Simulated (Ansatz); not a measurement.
C3H9NSi: several calculations on one system

## 1. Relaxation

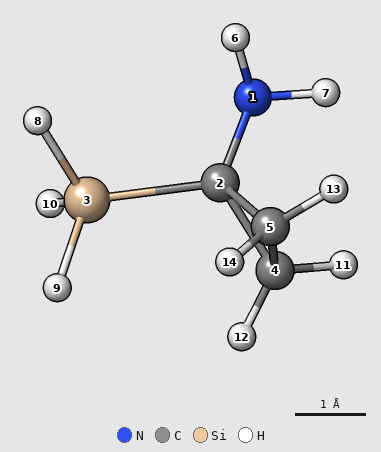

This is the input geometry for a relaxation of C₃H₉NSi. The picture is a ball-and-stick view, seen at a tilt.

The run prepares an end point of a later path (torsion) calculation, from a guessed geometry.

The calculation used RKS PBE0-D4/STO-3G (Ansatz).

Input file:
```yaml
crystal:
  periodic: [false, false, false]
  atoms:
    - { symbol: "N", position_ang: [-1.1056, 1.2839, 0.103] }
    - { symbol: C, position_ang: [-0.2343, 0.1821, 0.0179] }
    - { symbol: Si, position_ang: [0.7768, -0.1808, 1.6109] }
    - { symbol: C, position_ang: [-0.5622, -1.0177, -0.787] }
    - { symbol: C, position_ang: [0.4531, -0.1292, -1.3105] }
    - { symbol: H, position_ang: [-0.6387, 2.223, 0.1583] }
    - { symbol: H, position_ang: [-1.6928, 1.4068, -0.7498] }
    - { symbol: H, position_ang: [1.6259, 1.0491, 1.9821] }
    - { symbol: H, position_ang: [1.7628, -1.2787, 1.3989] }
    - { symbol: H, position_ang: [-0.0805, -0.5631, 2.7735] }
    - { symbol: H, position_ang: [-1.6022, -1.0142, -1.2756] }
    - { symbol: H, position_ang: [-0.3318, -2.0136, -0.4353] }
    - { symbol: H, position_ang: [0.178, 0.5226, -2.1716] }
    - { symbol: H, position_ang: [1.4385, -0.4994, -1.286] }
basis:
  gaussian: { orbitals: STO-3G }
hamiltonian:
  xc: pbe0
  dispersion: d4
relax:
  f_tol: 0.015
  max_steps: 40
```

Run as
```bash
ansatz run input.yaml --threads 1 --pin off --max-ram 2048MiB --backend cpu --events-out ev --progress --plain --runs-dir out
```

### Where does the relaxation end?

The largest move after the best rigid fit is that of H6, 0.13 Å. Largest moves by element: H 0.13 Å, N 0.10 Å, C 0.08 Å, Si 0.05 Å. Among the contacts that change: Si3–H8 1.540 → 1.444 Å, N1–C2 1.407 → 1.496 Å, C4–C5 1.447 → 1.518 Å, C4–H11 1.149 → 1.093 Å. Bond angles that change, for instance: C2–N1–H6 115.3° → 105.2°, C2–N1–H7 113.0° → 105.6°, N1–C2–C4 122.0° → 116.2°. After 5 accepted moves (7 points after the start) the energy has fallen by 71.1 kJ/mol. Largest force component: 5.5 eV/Å at the start, 0.012 eV/Å at the end. The line search rejected the trial steps at points 3, 6 of the run.

The structure at the end:

```xyz
14

N    -1.1616    1.2754    0.1810
C    -0.1790    0.1553    0.0446
Si    0.8006   -0.1387    1.6132
C    -0.6341   -1.0403   -0.7825
C     0.4614   -0.1376   -1.3197
H    -0.5753    2.1528    0.2466
H    -1.6106    1.3778   -0.7699
H     1.5110    1.0659    1.9713
H     1.7502   -1.1987    1.3754
H    -0.0785   -0.5127    2.6939
H    -1.6156   -0.9782   -1.2597
H    -0.3690   -2.0477   -0.4525
H     0.2037    0.5192   -2.1548
H     1.4836   -0.5218   -1.3581
```

After the run, drawn alike:

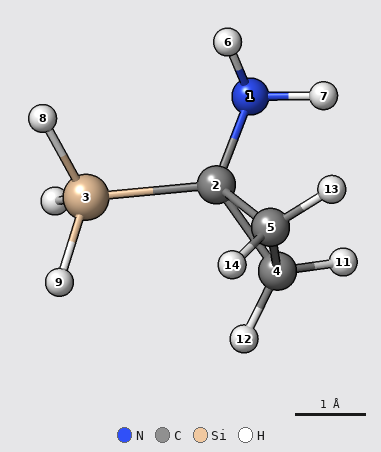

Limits of the set-up: STO-3G is a minimal basis, so the numbers are rough.

## 2. Relaxation

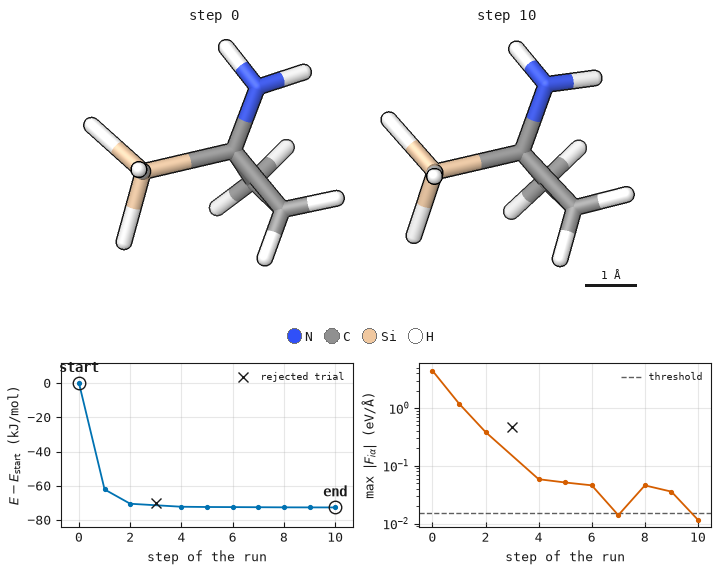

First and last geometry of a relaxation of C3H9NSi, with the history of the run. The picture is a stick view, seen at a tilt.

The run prepares an end point of a later path (torsion) calculation, from a guessed geometry.

The calculation used Ansatz, RKS PBE0-D4/STO-3G.

The input:
```yaml
crystal:
  periodic: [false, false, false]
  atoms:
    - { symbol: "N", position_ang: [-1.1056, 1.2839, 0.103] }
    - { symbol: C, position_ang: [-0.2343, 0.1821, 0.0179] }
    - { symbol: Si, position_ang: [-1.08317, -1.49932, -0.36143] }
    - { symbol: C, position_ang: [1.14165, 0.30881, -0.51652] }
    - { symbol: C, position_ang: [1.00265, 0.13362, 0.91327] }
    - { symbol: H, position_ang: [-0.6387, 2.223, 0.1583] }
    - { symbol: H, position_ang: [-1.6928, 1.4068, -0.7498] }
    - { symbol: H, position_ang: [-2.12191, -1.81794, 0.72986] }
    - { symbol: H, position_ang: [-0.11273, -2.62987, -0.31008] }
    - { symbol: H, position_ang: [-1.74312, -1.53224, -1.70164] }
    - { symbol: H, position_ang: [1.42001, 1.34825, -0.91954] }
    - { symbol: H, position_ang: [1.57271, -0.45217, -1.15189] }
    - { symbol: H, position_ang: [1.17442, 1.02206, 1.5638] }
    - { symbol: H, position_ang: [1.30838, -0.8012, 1.28917] }
basis:
  gaussian: { orbitals: STO-3G }
hamiltonian:
  xc: pbe0
  dispersion: d4
relax:
  f_tol: 0.015
  max_steps: 40
```

Launched with:
```bash
ansatz run input.yaml --threads 1 --pin off --max-ram 2048MiB --backend cpu --events-out ev --progress --plain --runs-dir out
```

Q: Did the run converge, and what did it change?

A: It converged. Over 9 accepted moves (10 points after the start) the energy falls by 72.7 kJ/mol. Largest force component: 4.5 eV/Å at the start, 0.012 eV/Å at the end. The line search rejected the trial step at point 3 of the run. The forces were under the threshold at step 7, but the run went on from there. H10 moves most after the best rigid fit: 0.26 Å. Largest moves by element: H 0.26 Å, N 0.10 Å, C 0.08 Å, Si 0.05 Å. Among the contacts that change: Si3–H8 1.540 → 1.443 Å, N1–C2 1.407 → 1.496 Å, C4–C5 1.447 → 1.518 Å, C4–H11 1.149 → 1.093 Å. Among the angles between lasting bonds that change: C2–N1–H6 115.3° → 105.7°, C2–N1–H7 113.0° → 105.2°, Si3–C2–C4 114.5° → 119.9°. Cost: 29 s on 1 thread of Intel(R) Xeon(R) Platinum 8375C CPU @ 2.90GHz (Ice Lake), with other jobs on the host, peak memory 0.14 GiB.

Limits of the set-up: STO-3G is a minimal basis, so the numbers are rough.

## 3. Path

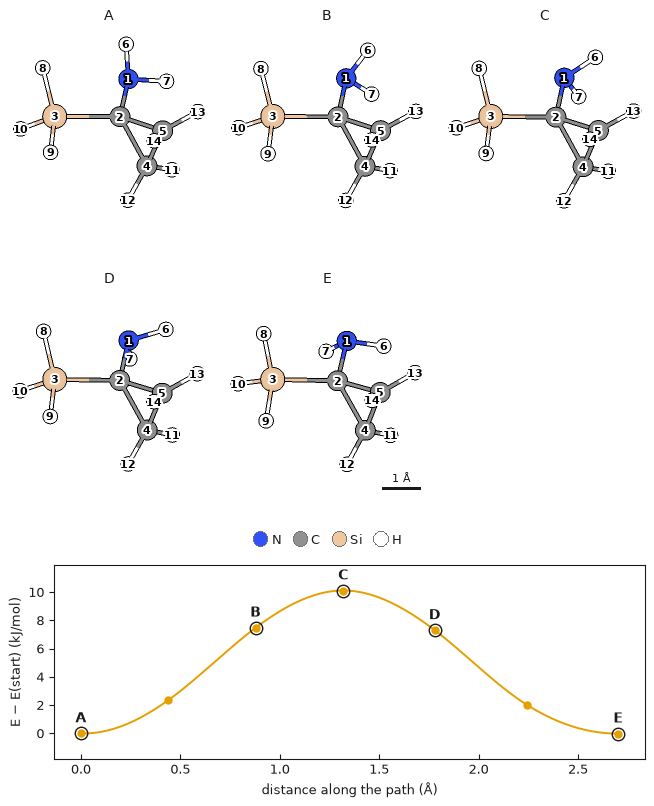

A nudged-elastic-band calculation for C$_{3}$H$_{9}$NSi. Images are numbered from 0 (start) to 6 (end). Frames A to E are images 0, 2, 3, 4, 6. The picture is a ball-and-stick view, seen at a tilt.

Computed with RKS PBE0-D4/STO-3G (Ansatz). Run with 5 movable images; climbing image; force threshold 0.05 eV/Å; iteration limit 60; starting path through a guess of the saddle point.

### Describe the mechanism and the energy profile.

The barrier is about 10.1 kJ/mol in both directions, with image 3 at the top; the ends have the same energy. The motion is a rotation about the N1–C2 bond by about 115°. No bond forms or breaks between the ends. Bond angles that change up to the highest image, for instance: N1–C2–C4 116.2° → 118.9°. The band converged in 7 iterations, with a climbing image at the top.

Limits of the set-up: STO-3G is a minimal basis, so the numbers are rough.

The run took 100 s on 1 thread of Intel(R) Xeon(R) Platinum 8375C CPU @ 2.90GHz (Ice Lake), with other jobs on the host, peak memory 0.12 GiB.
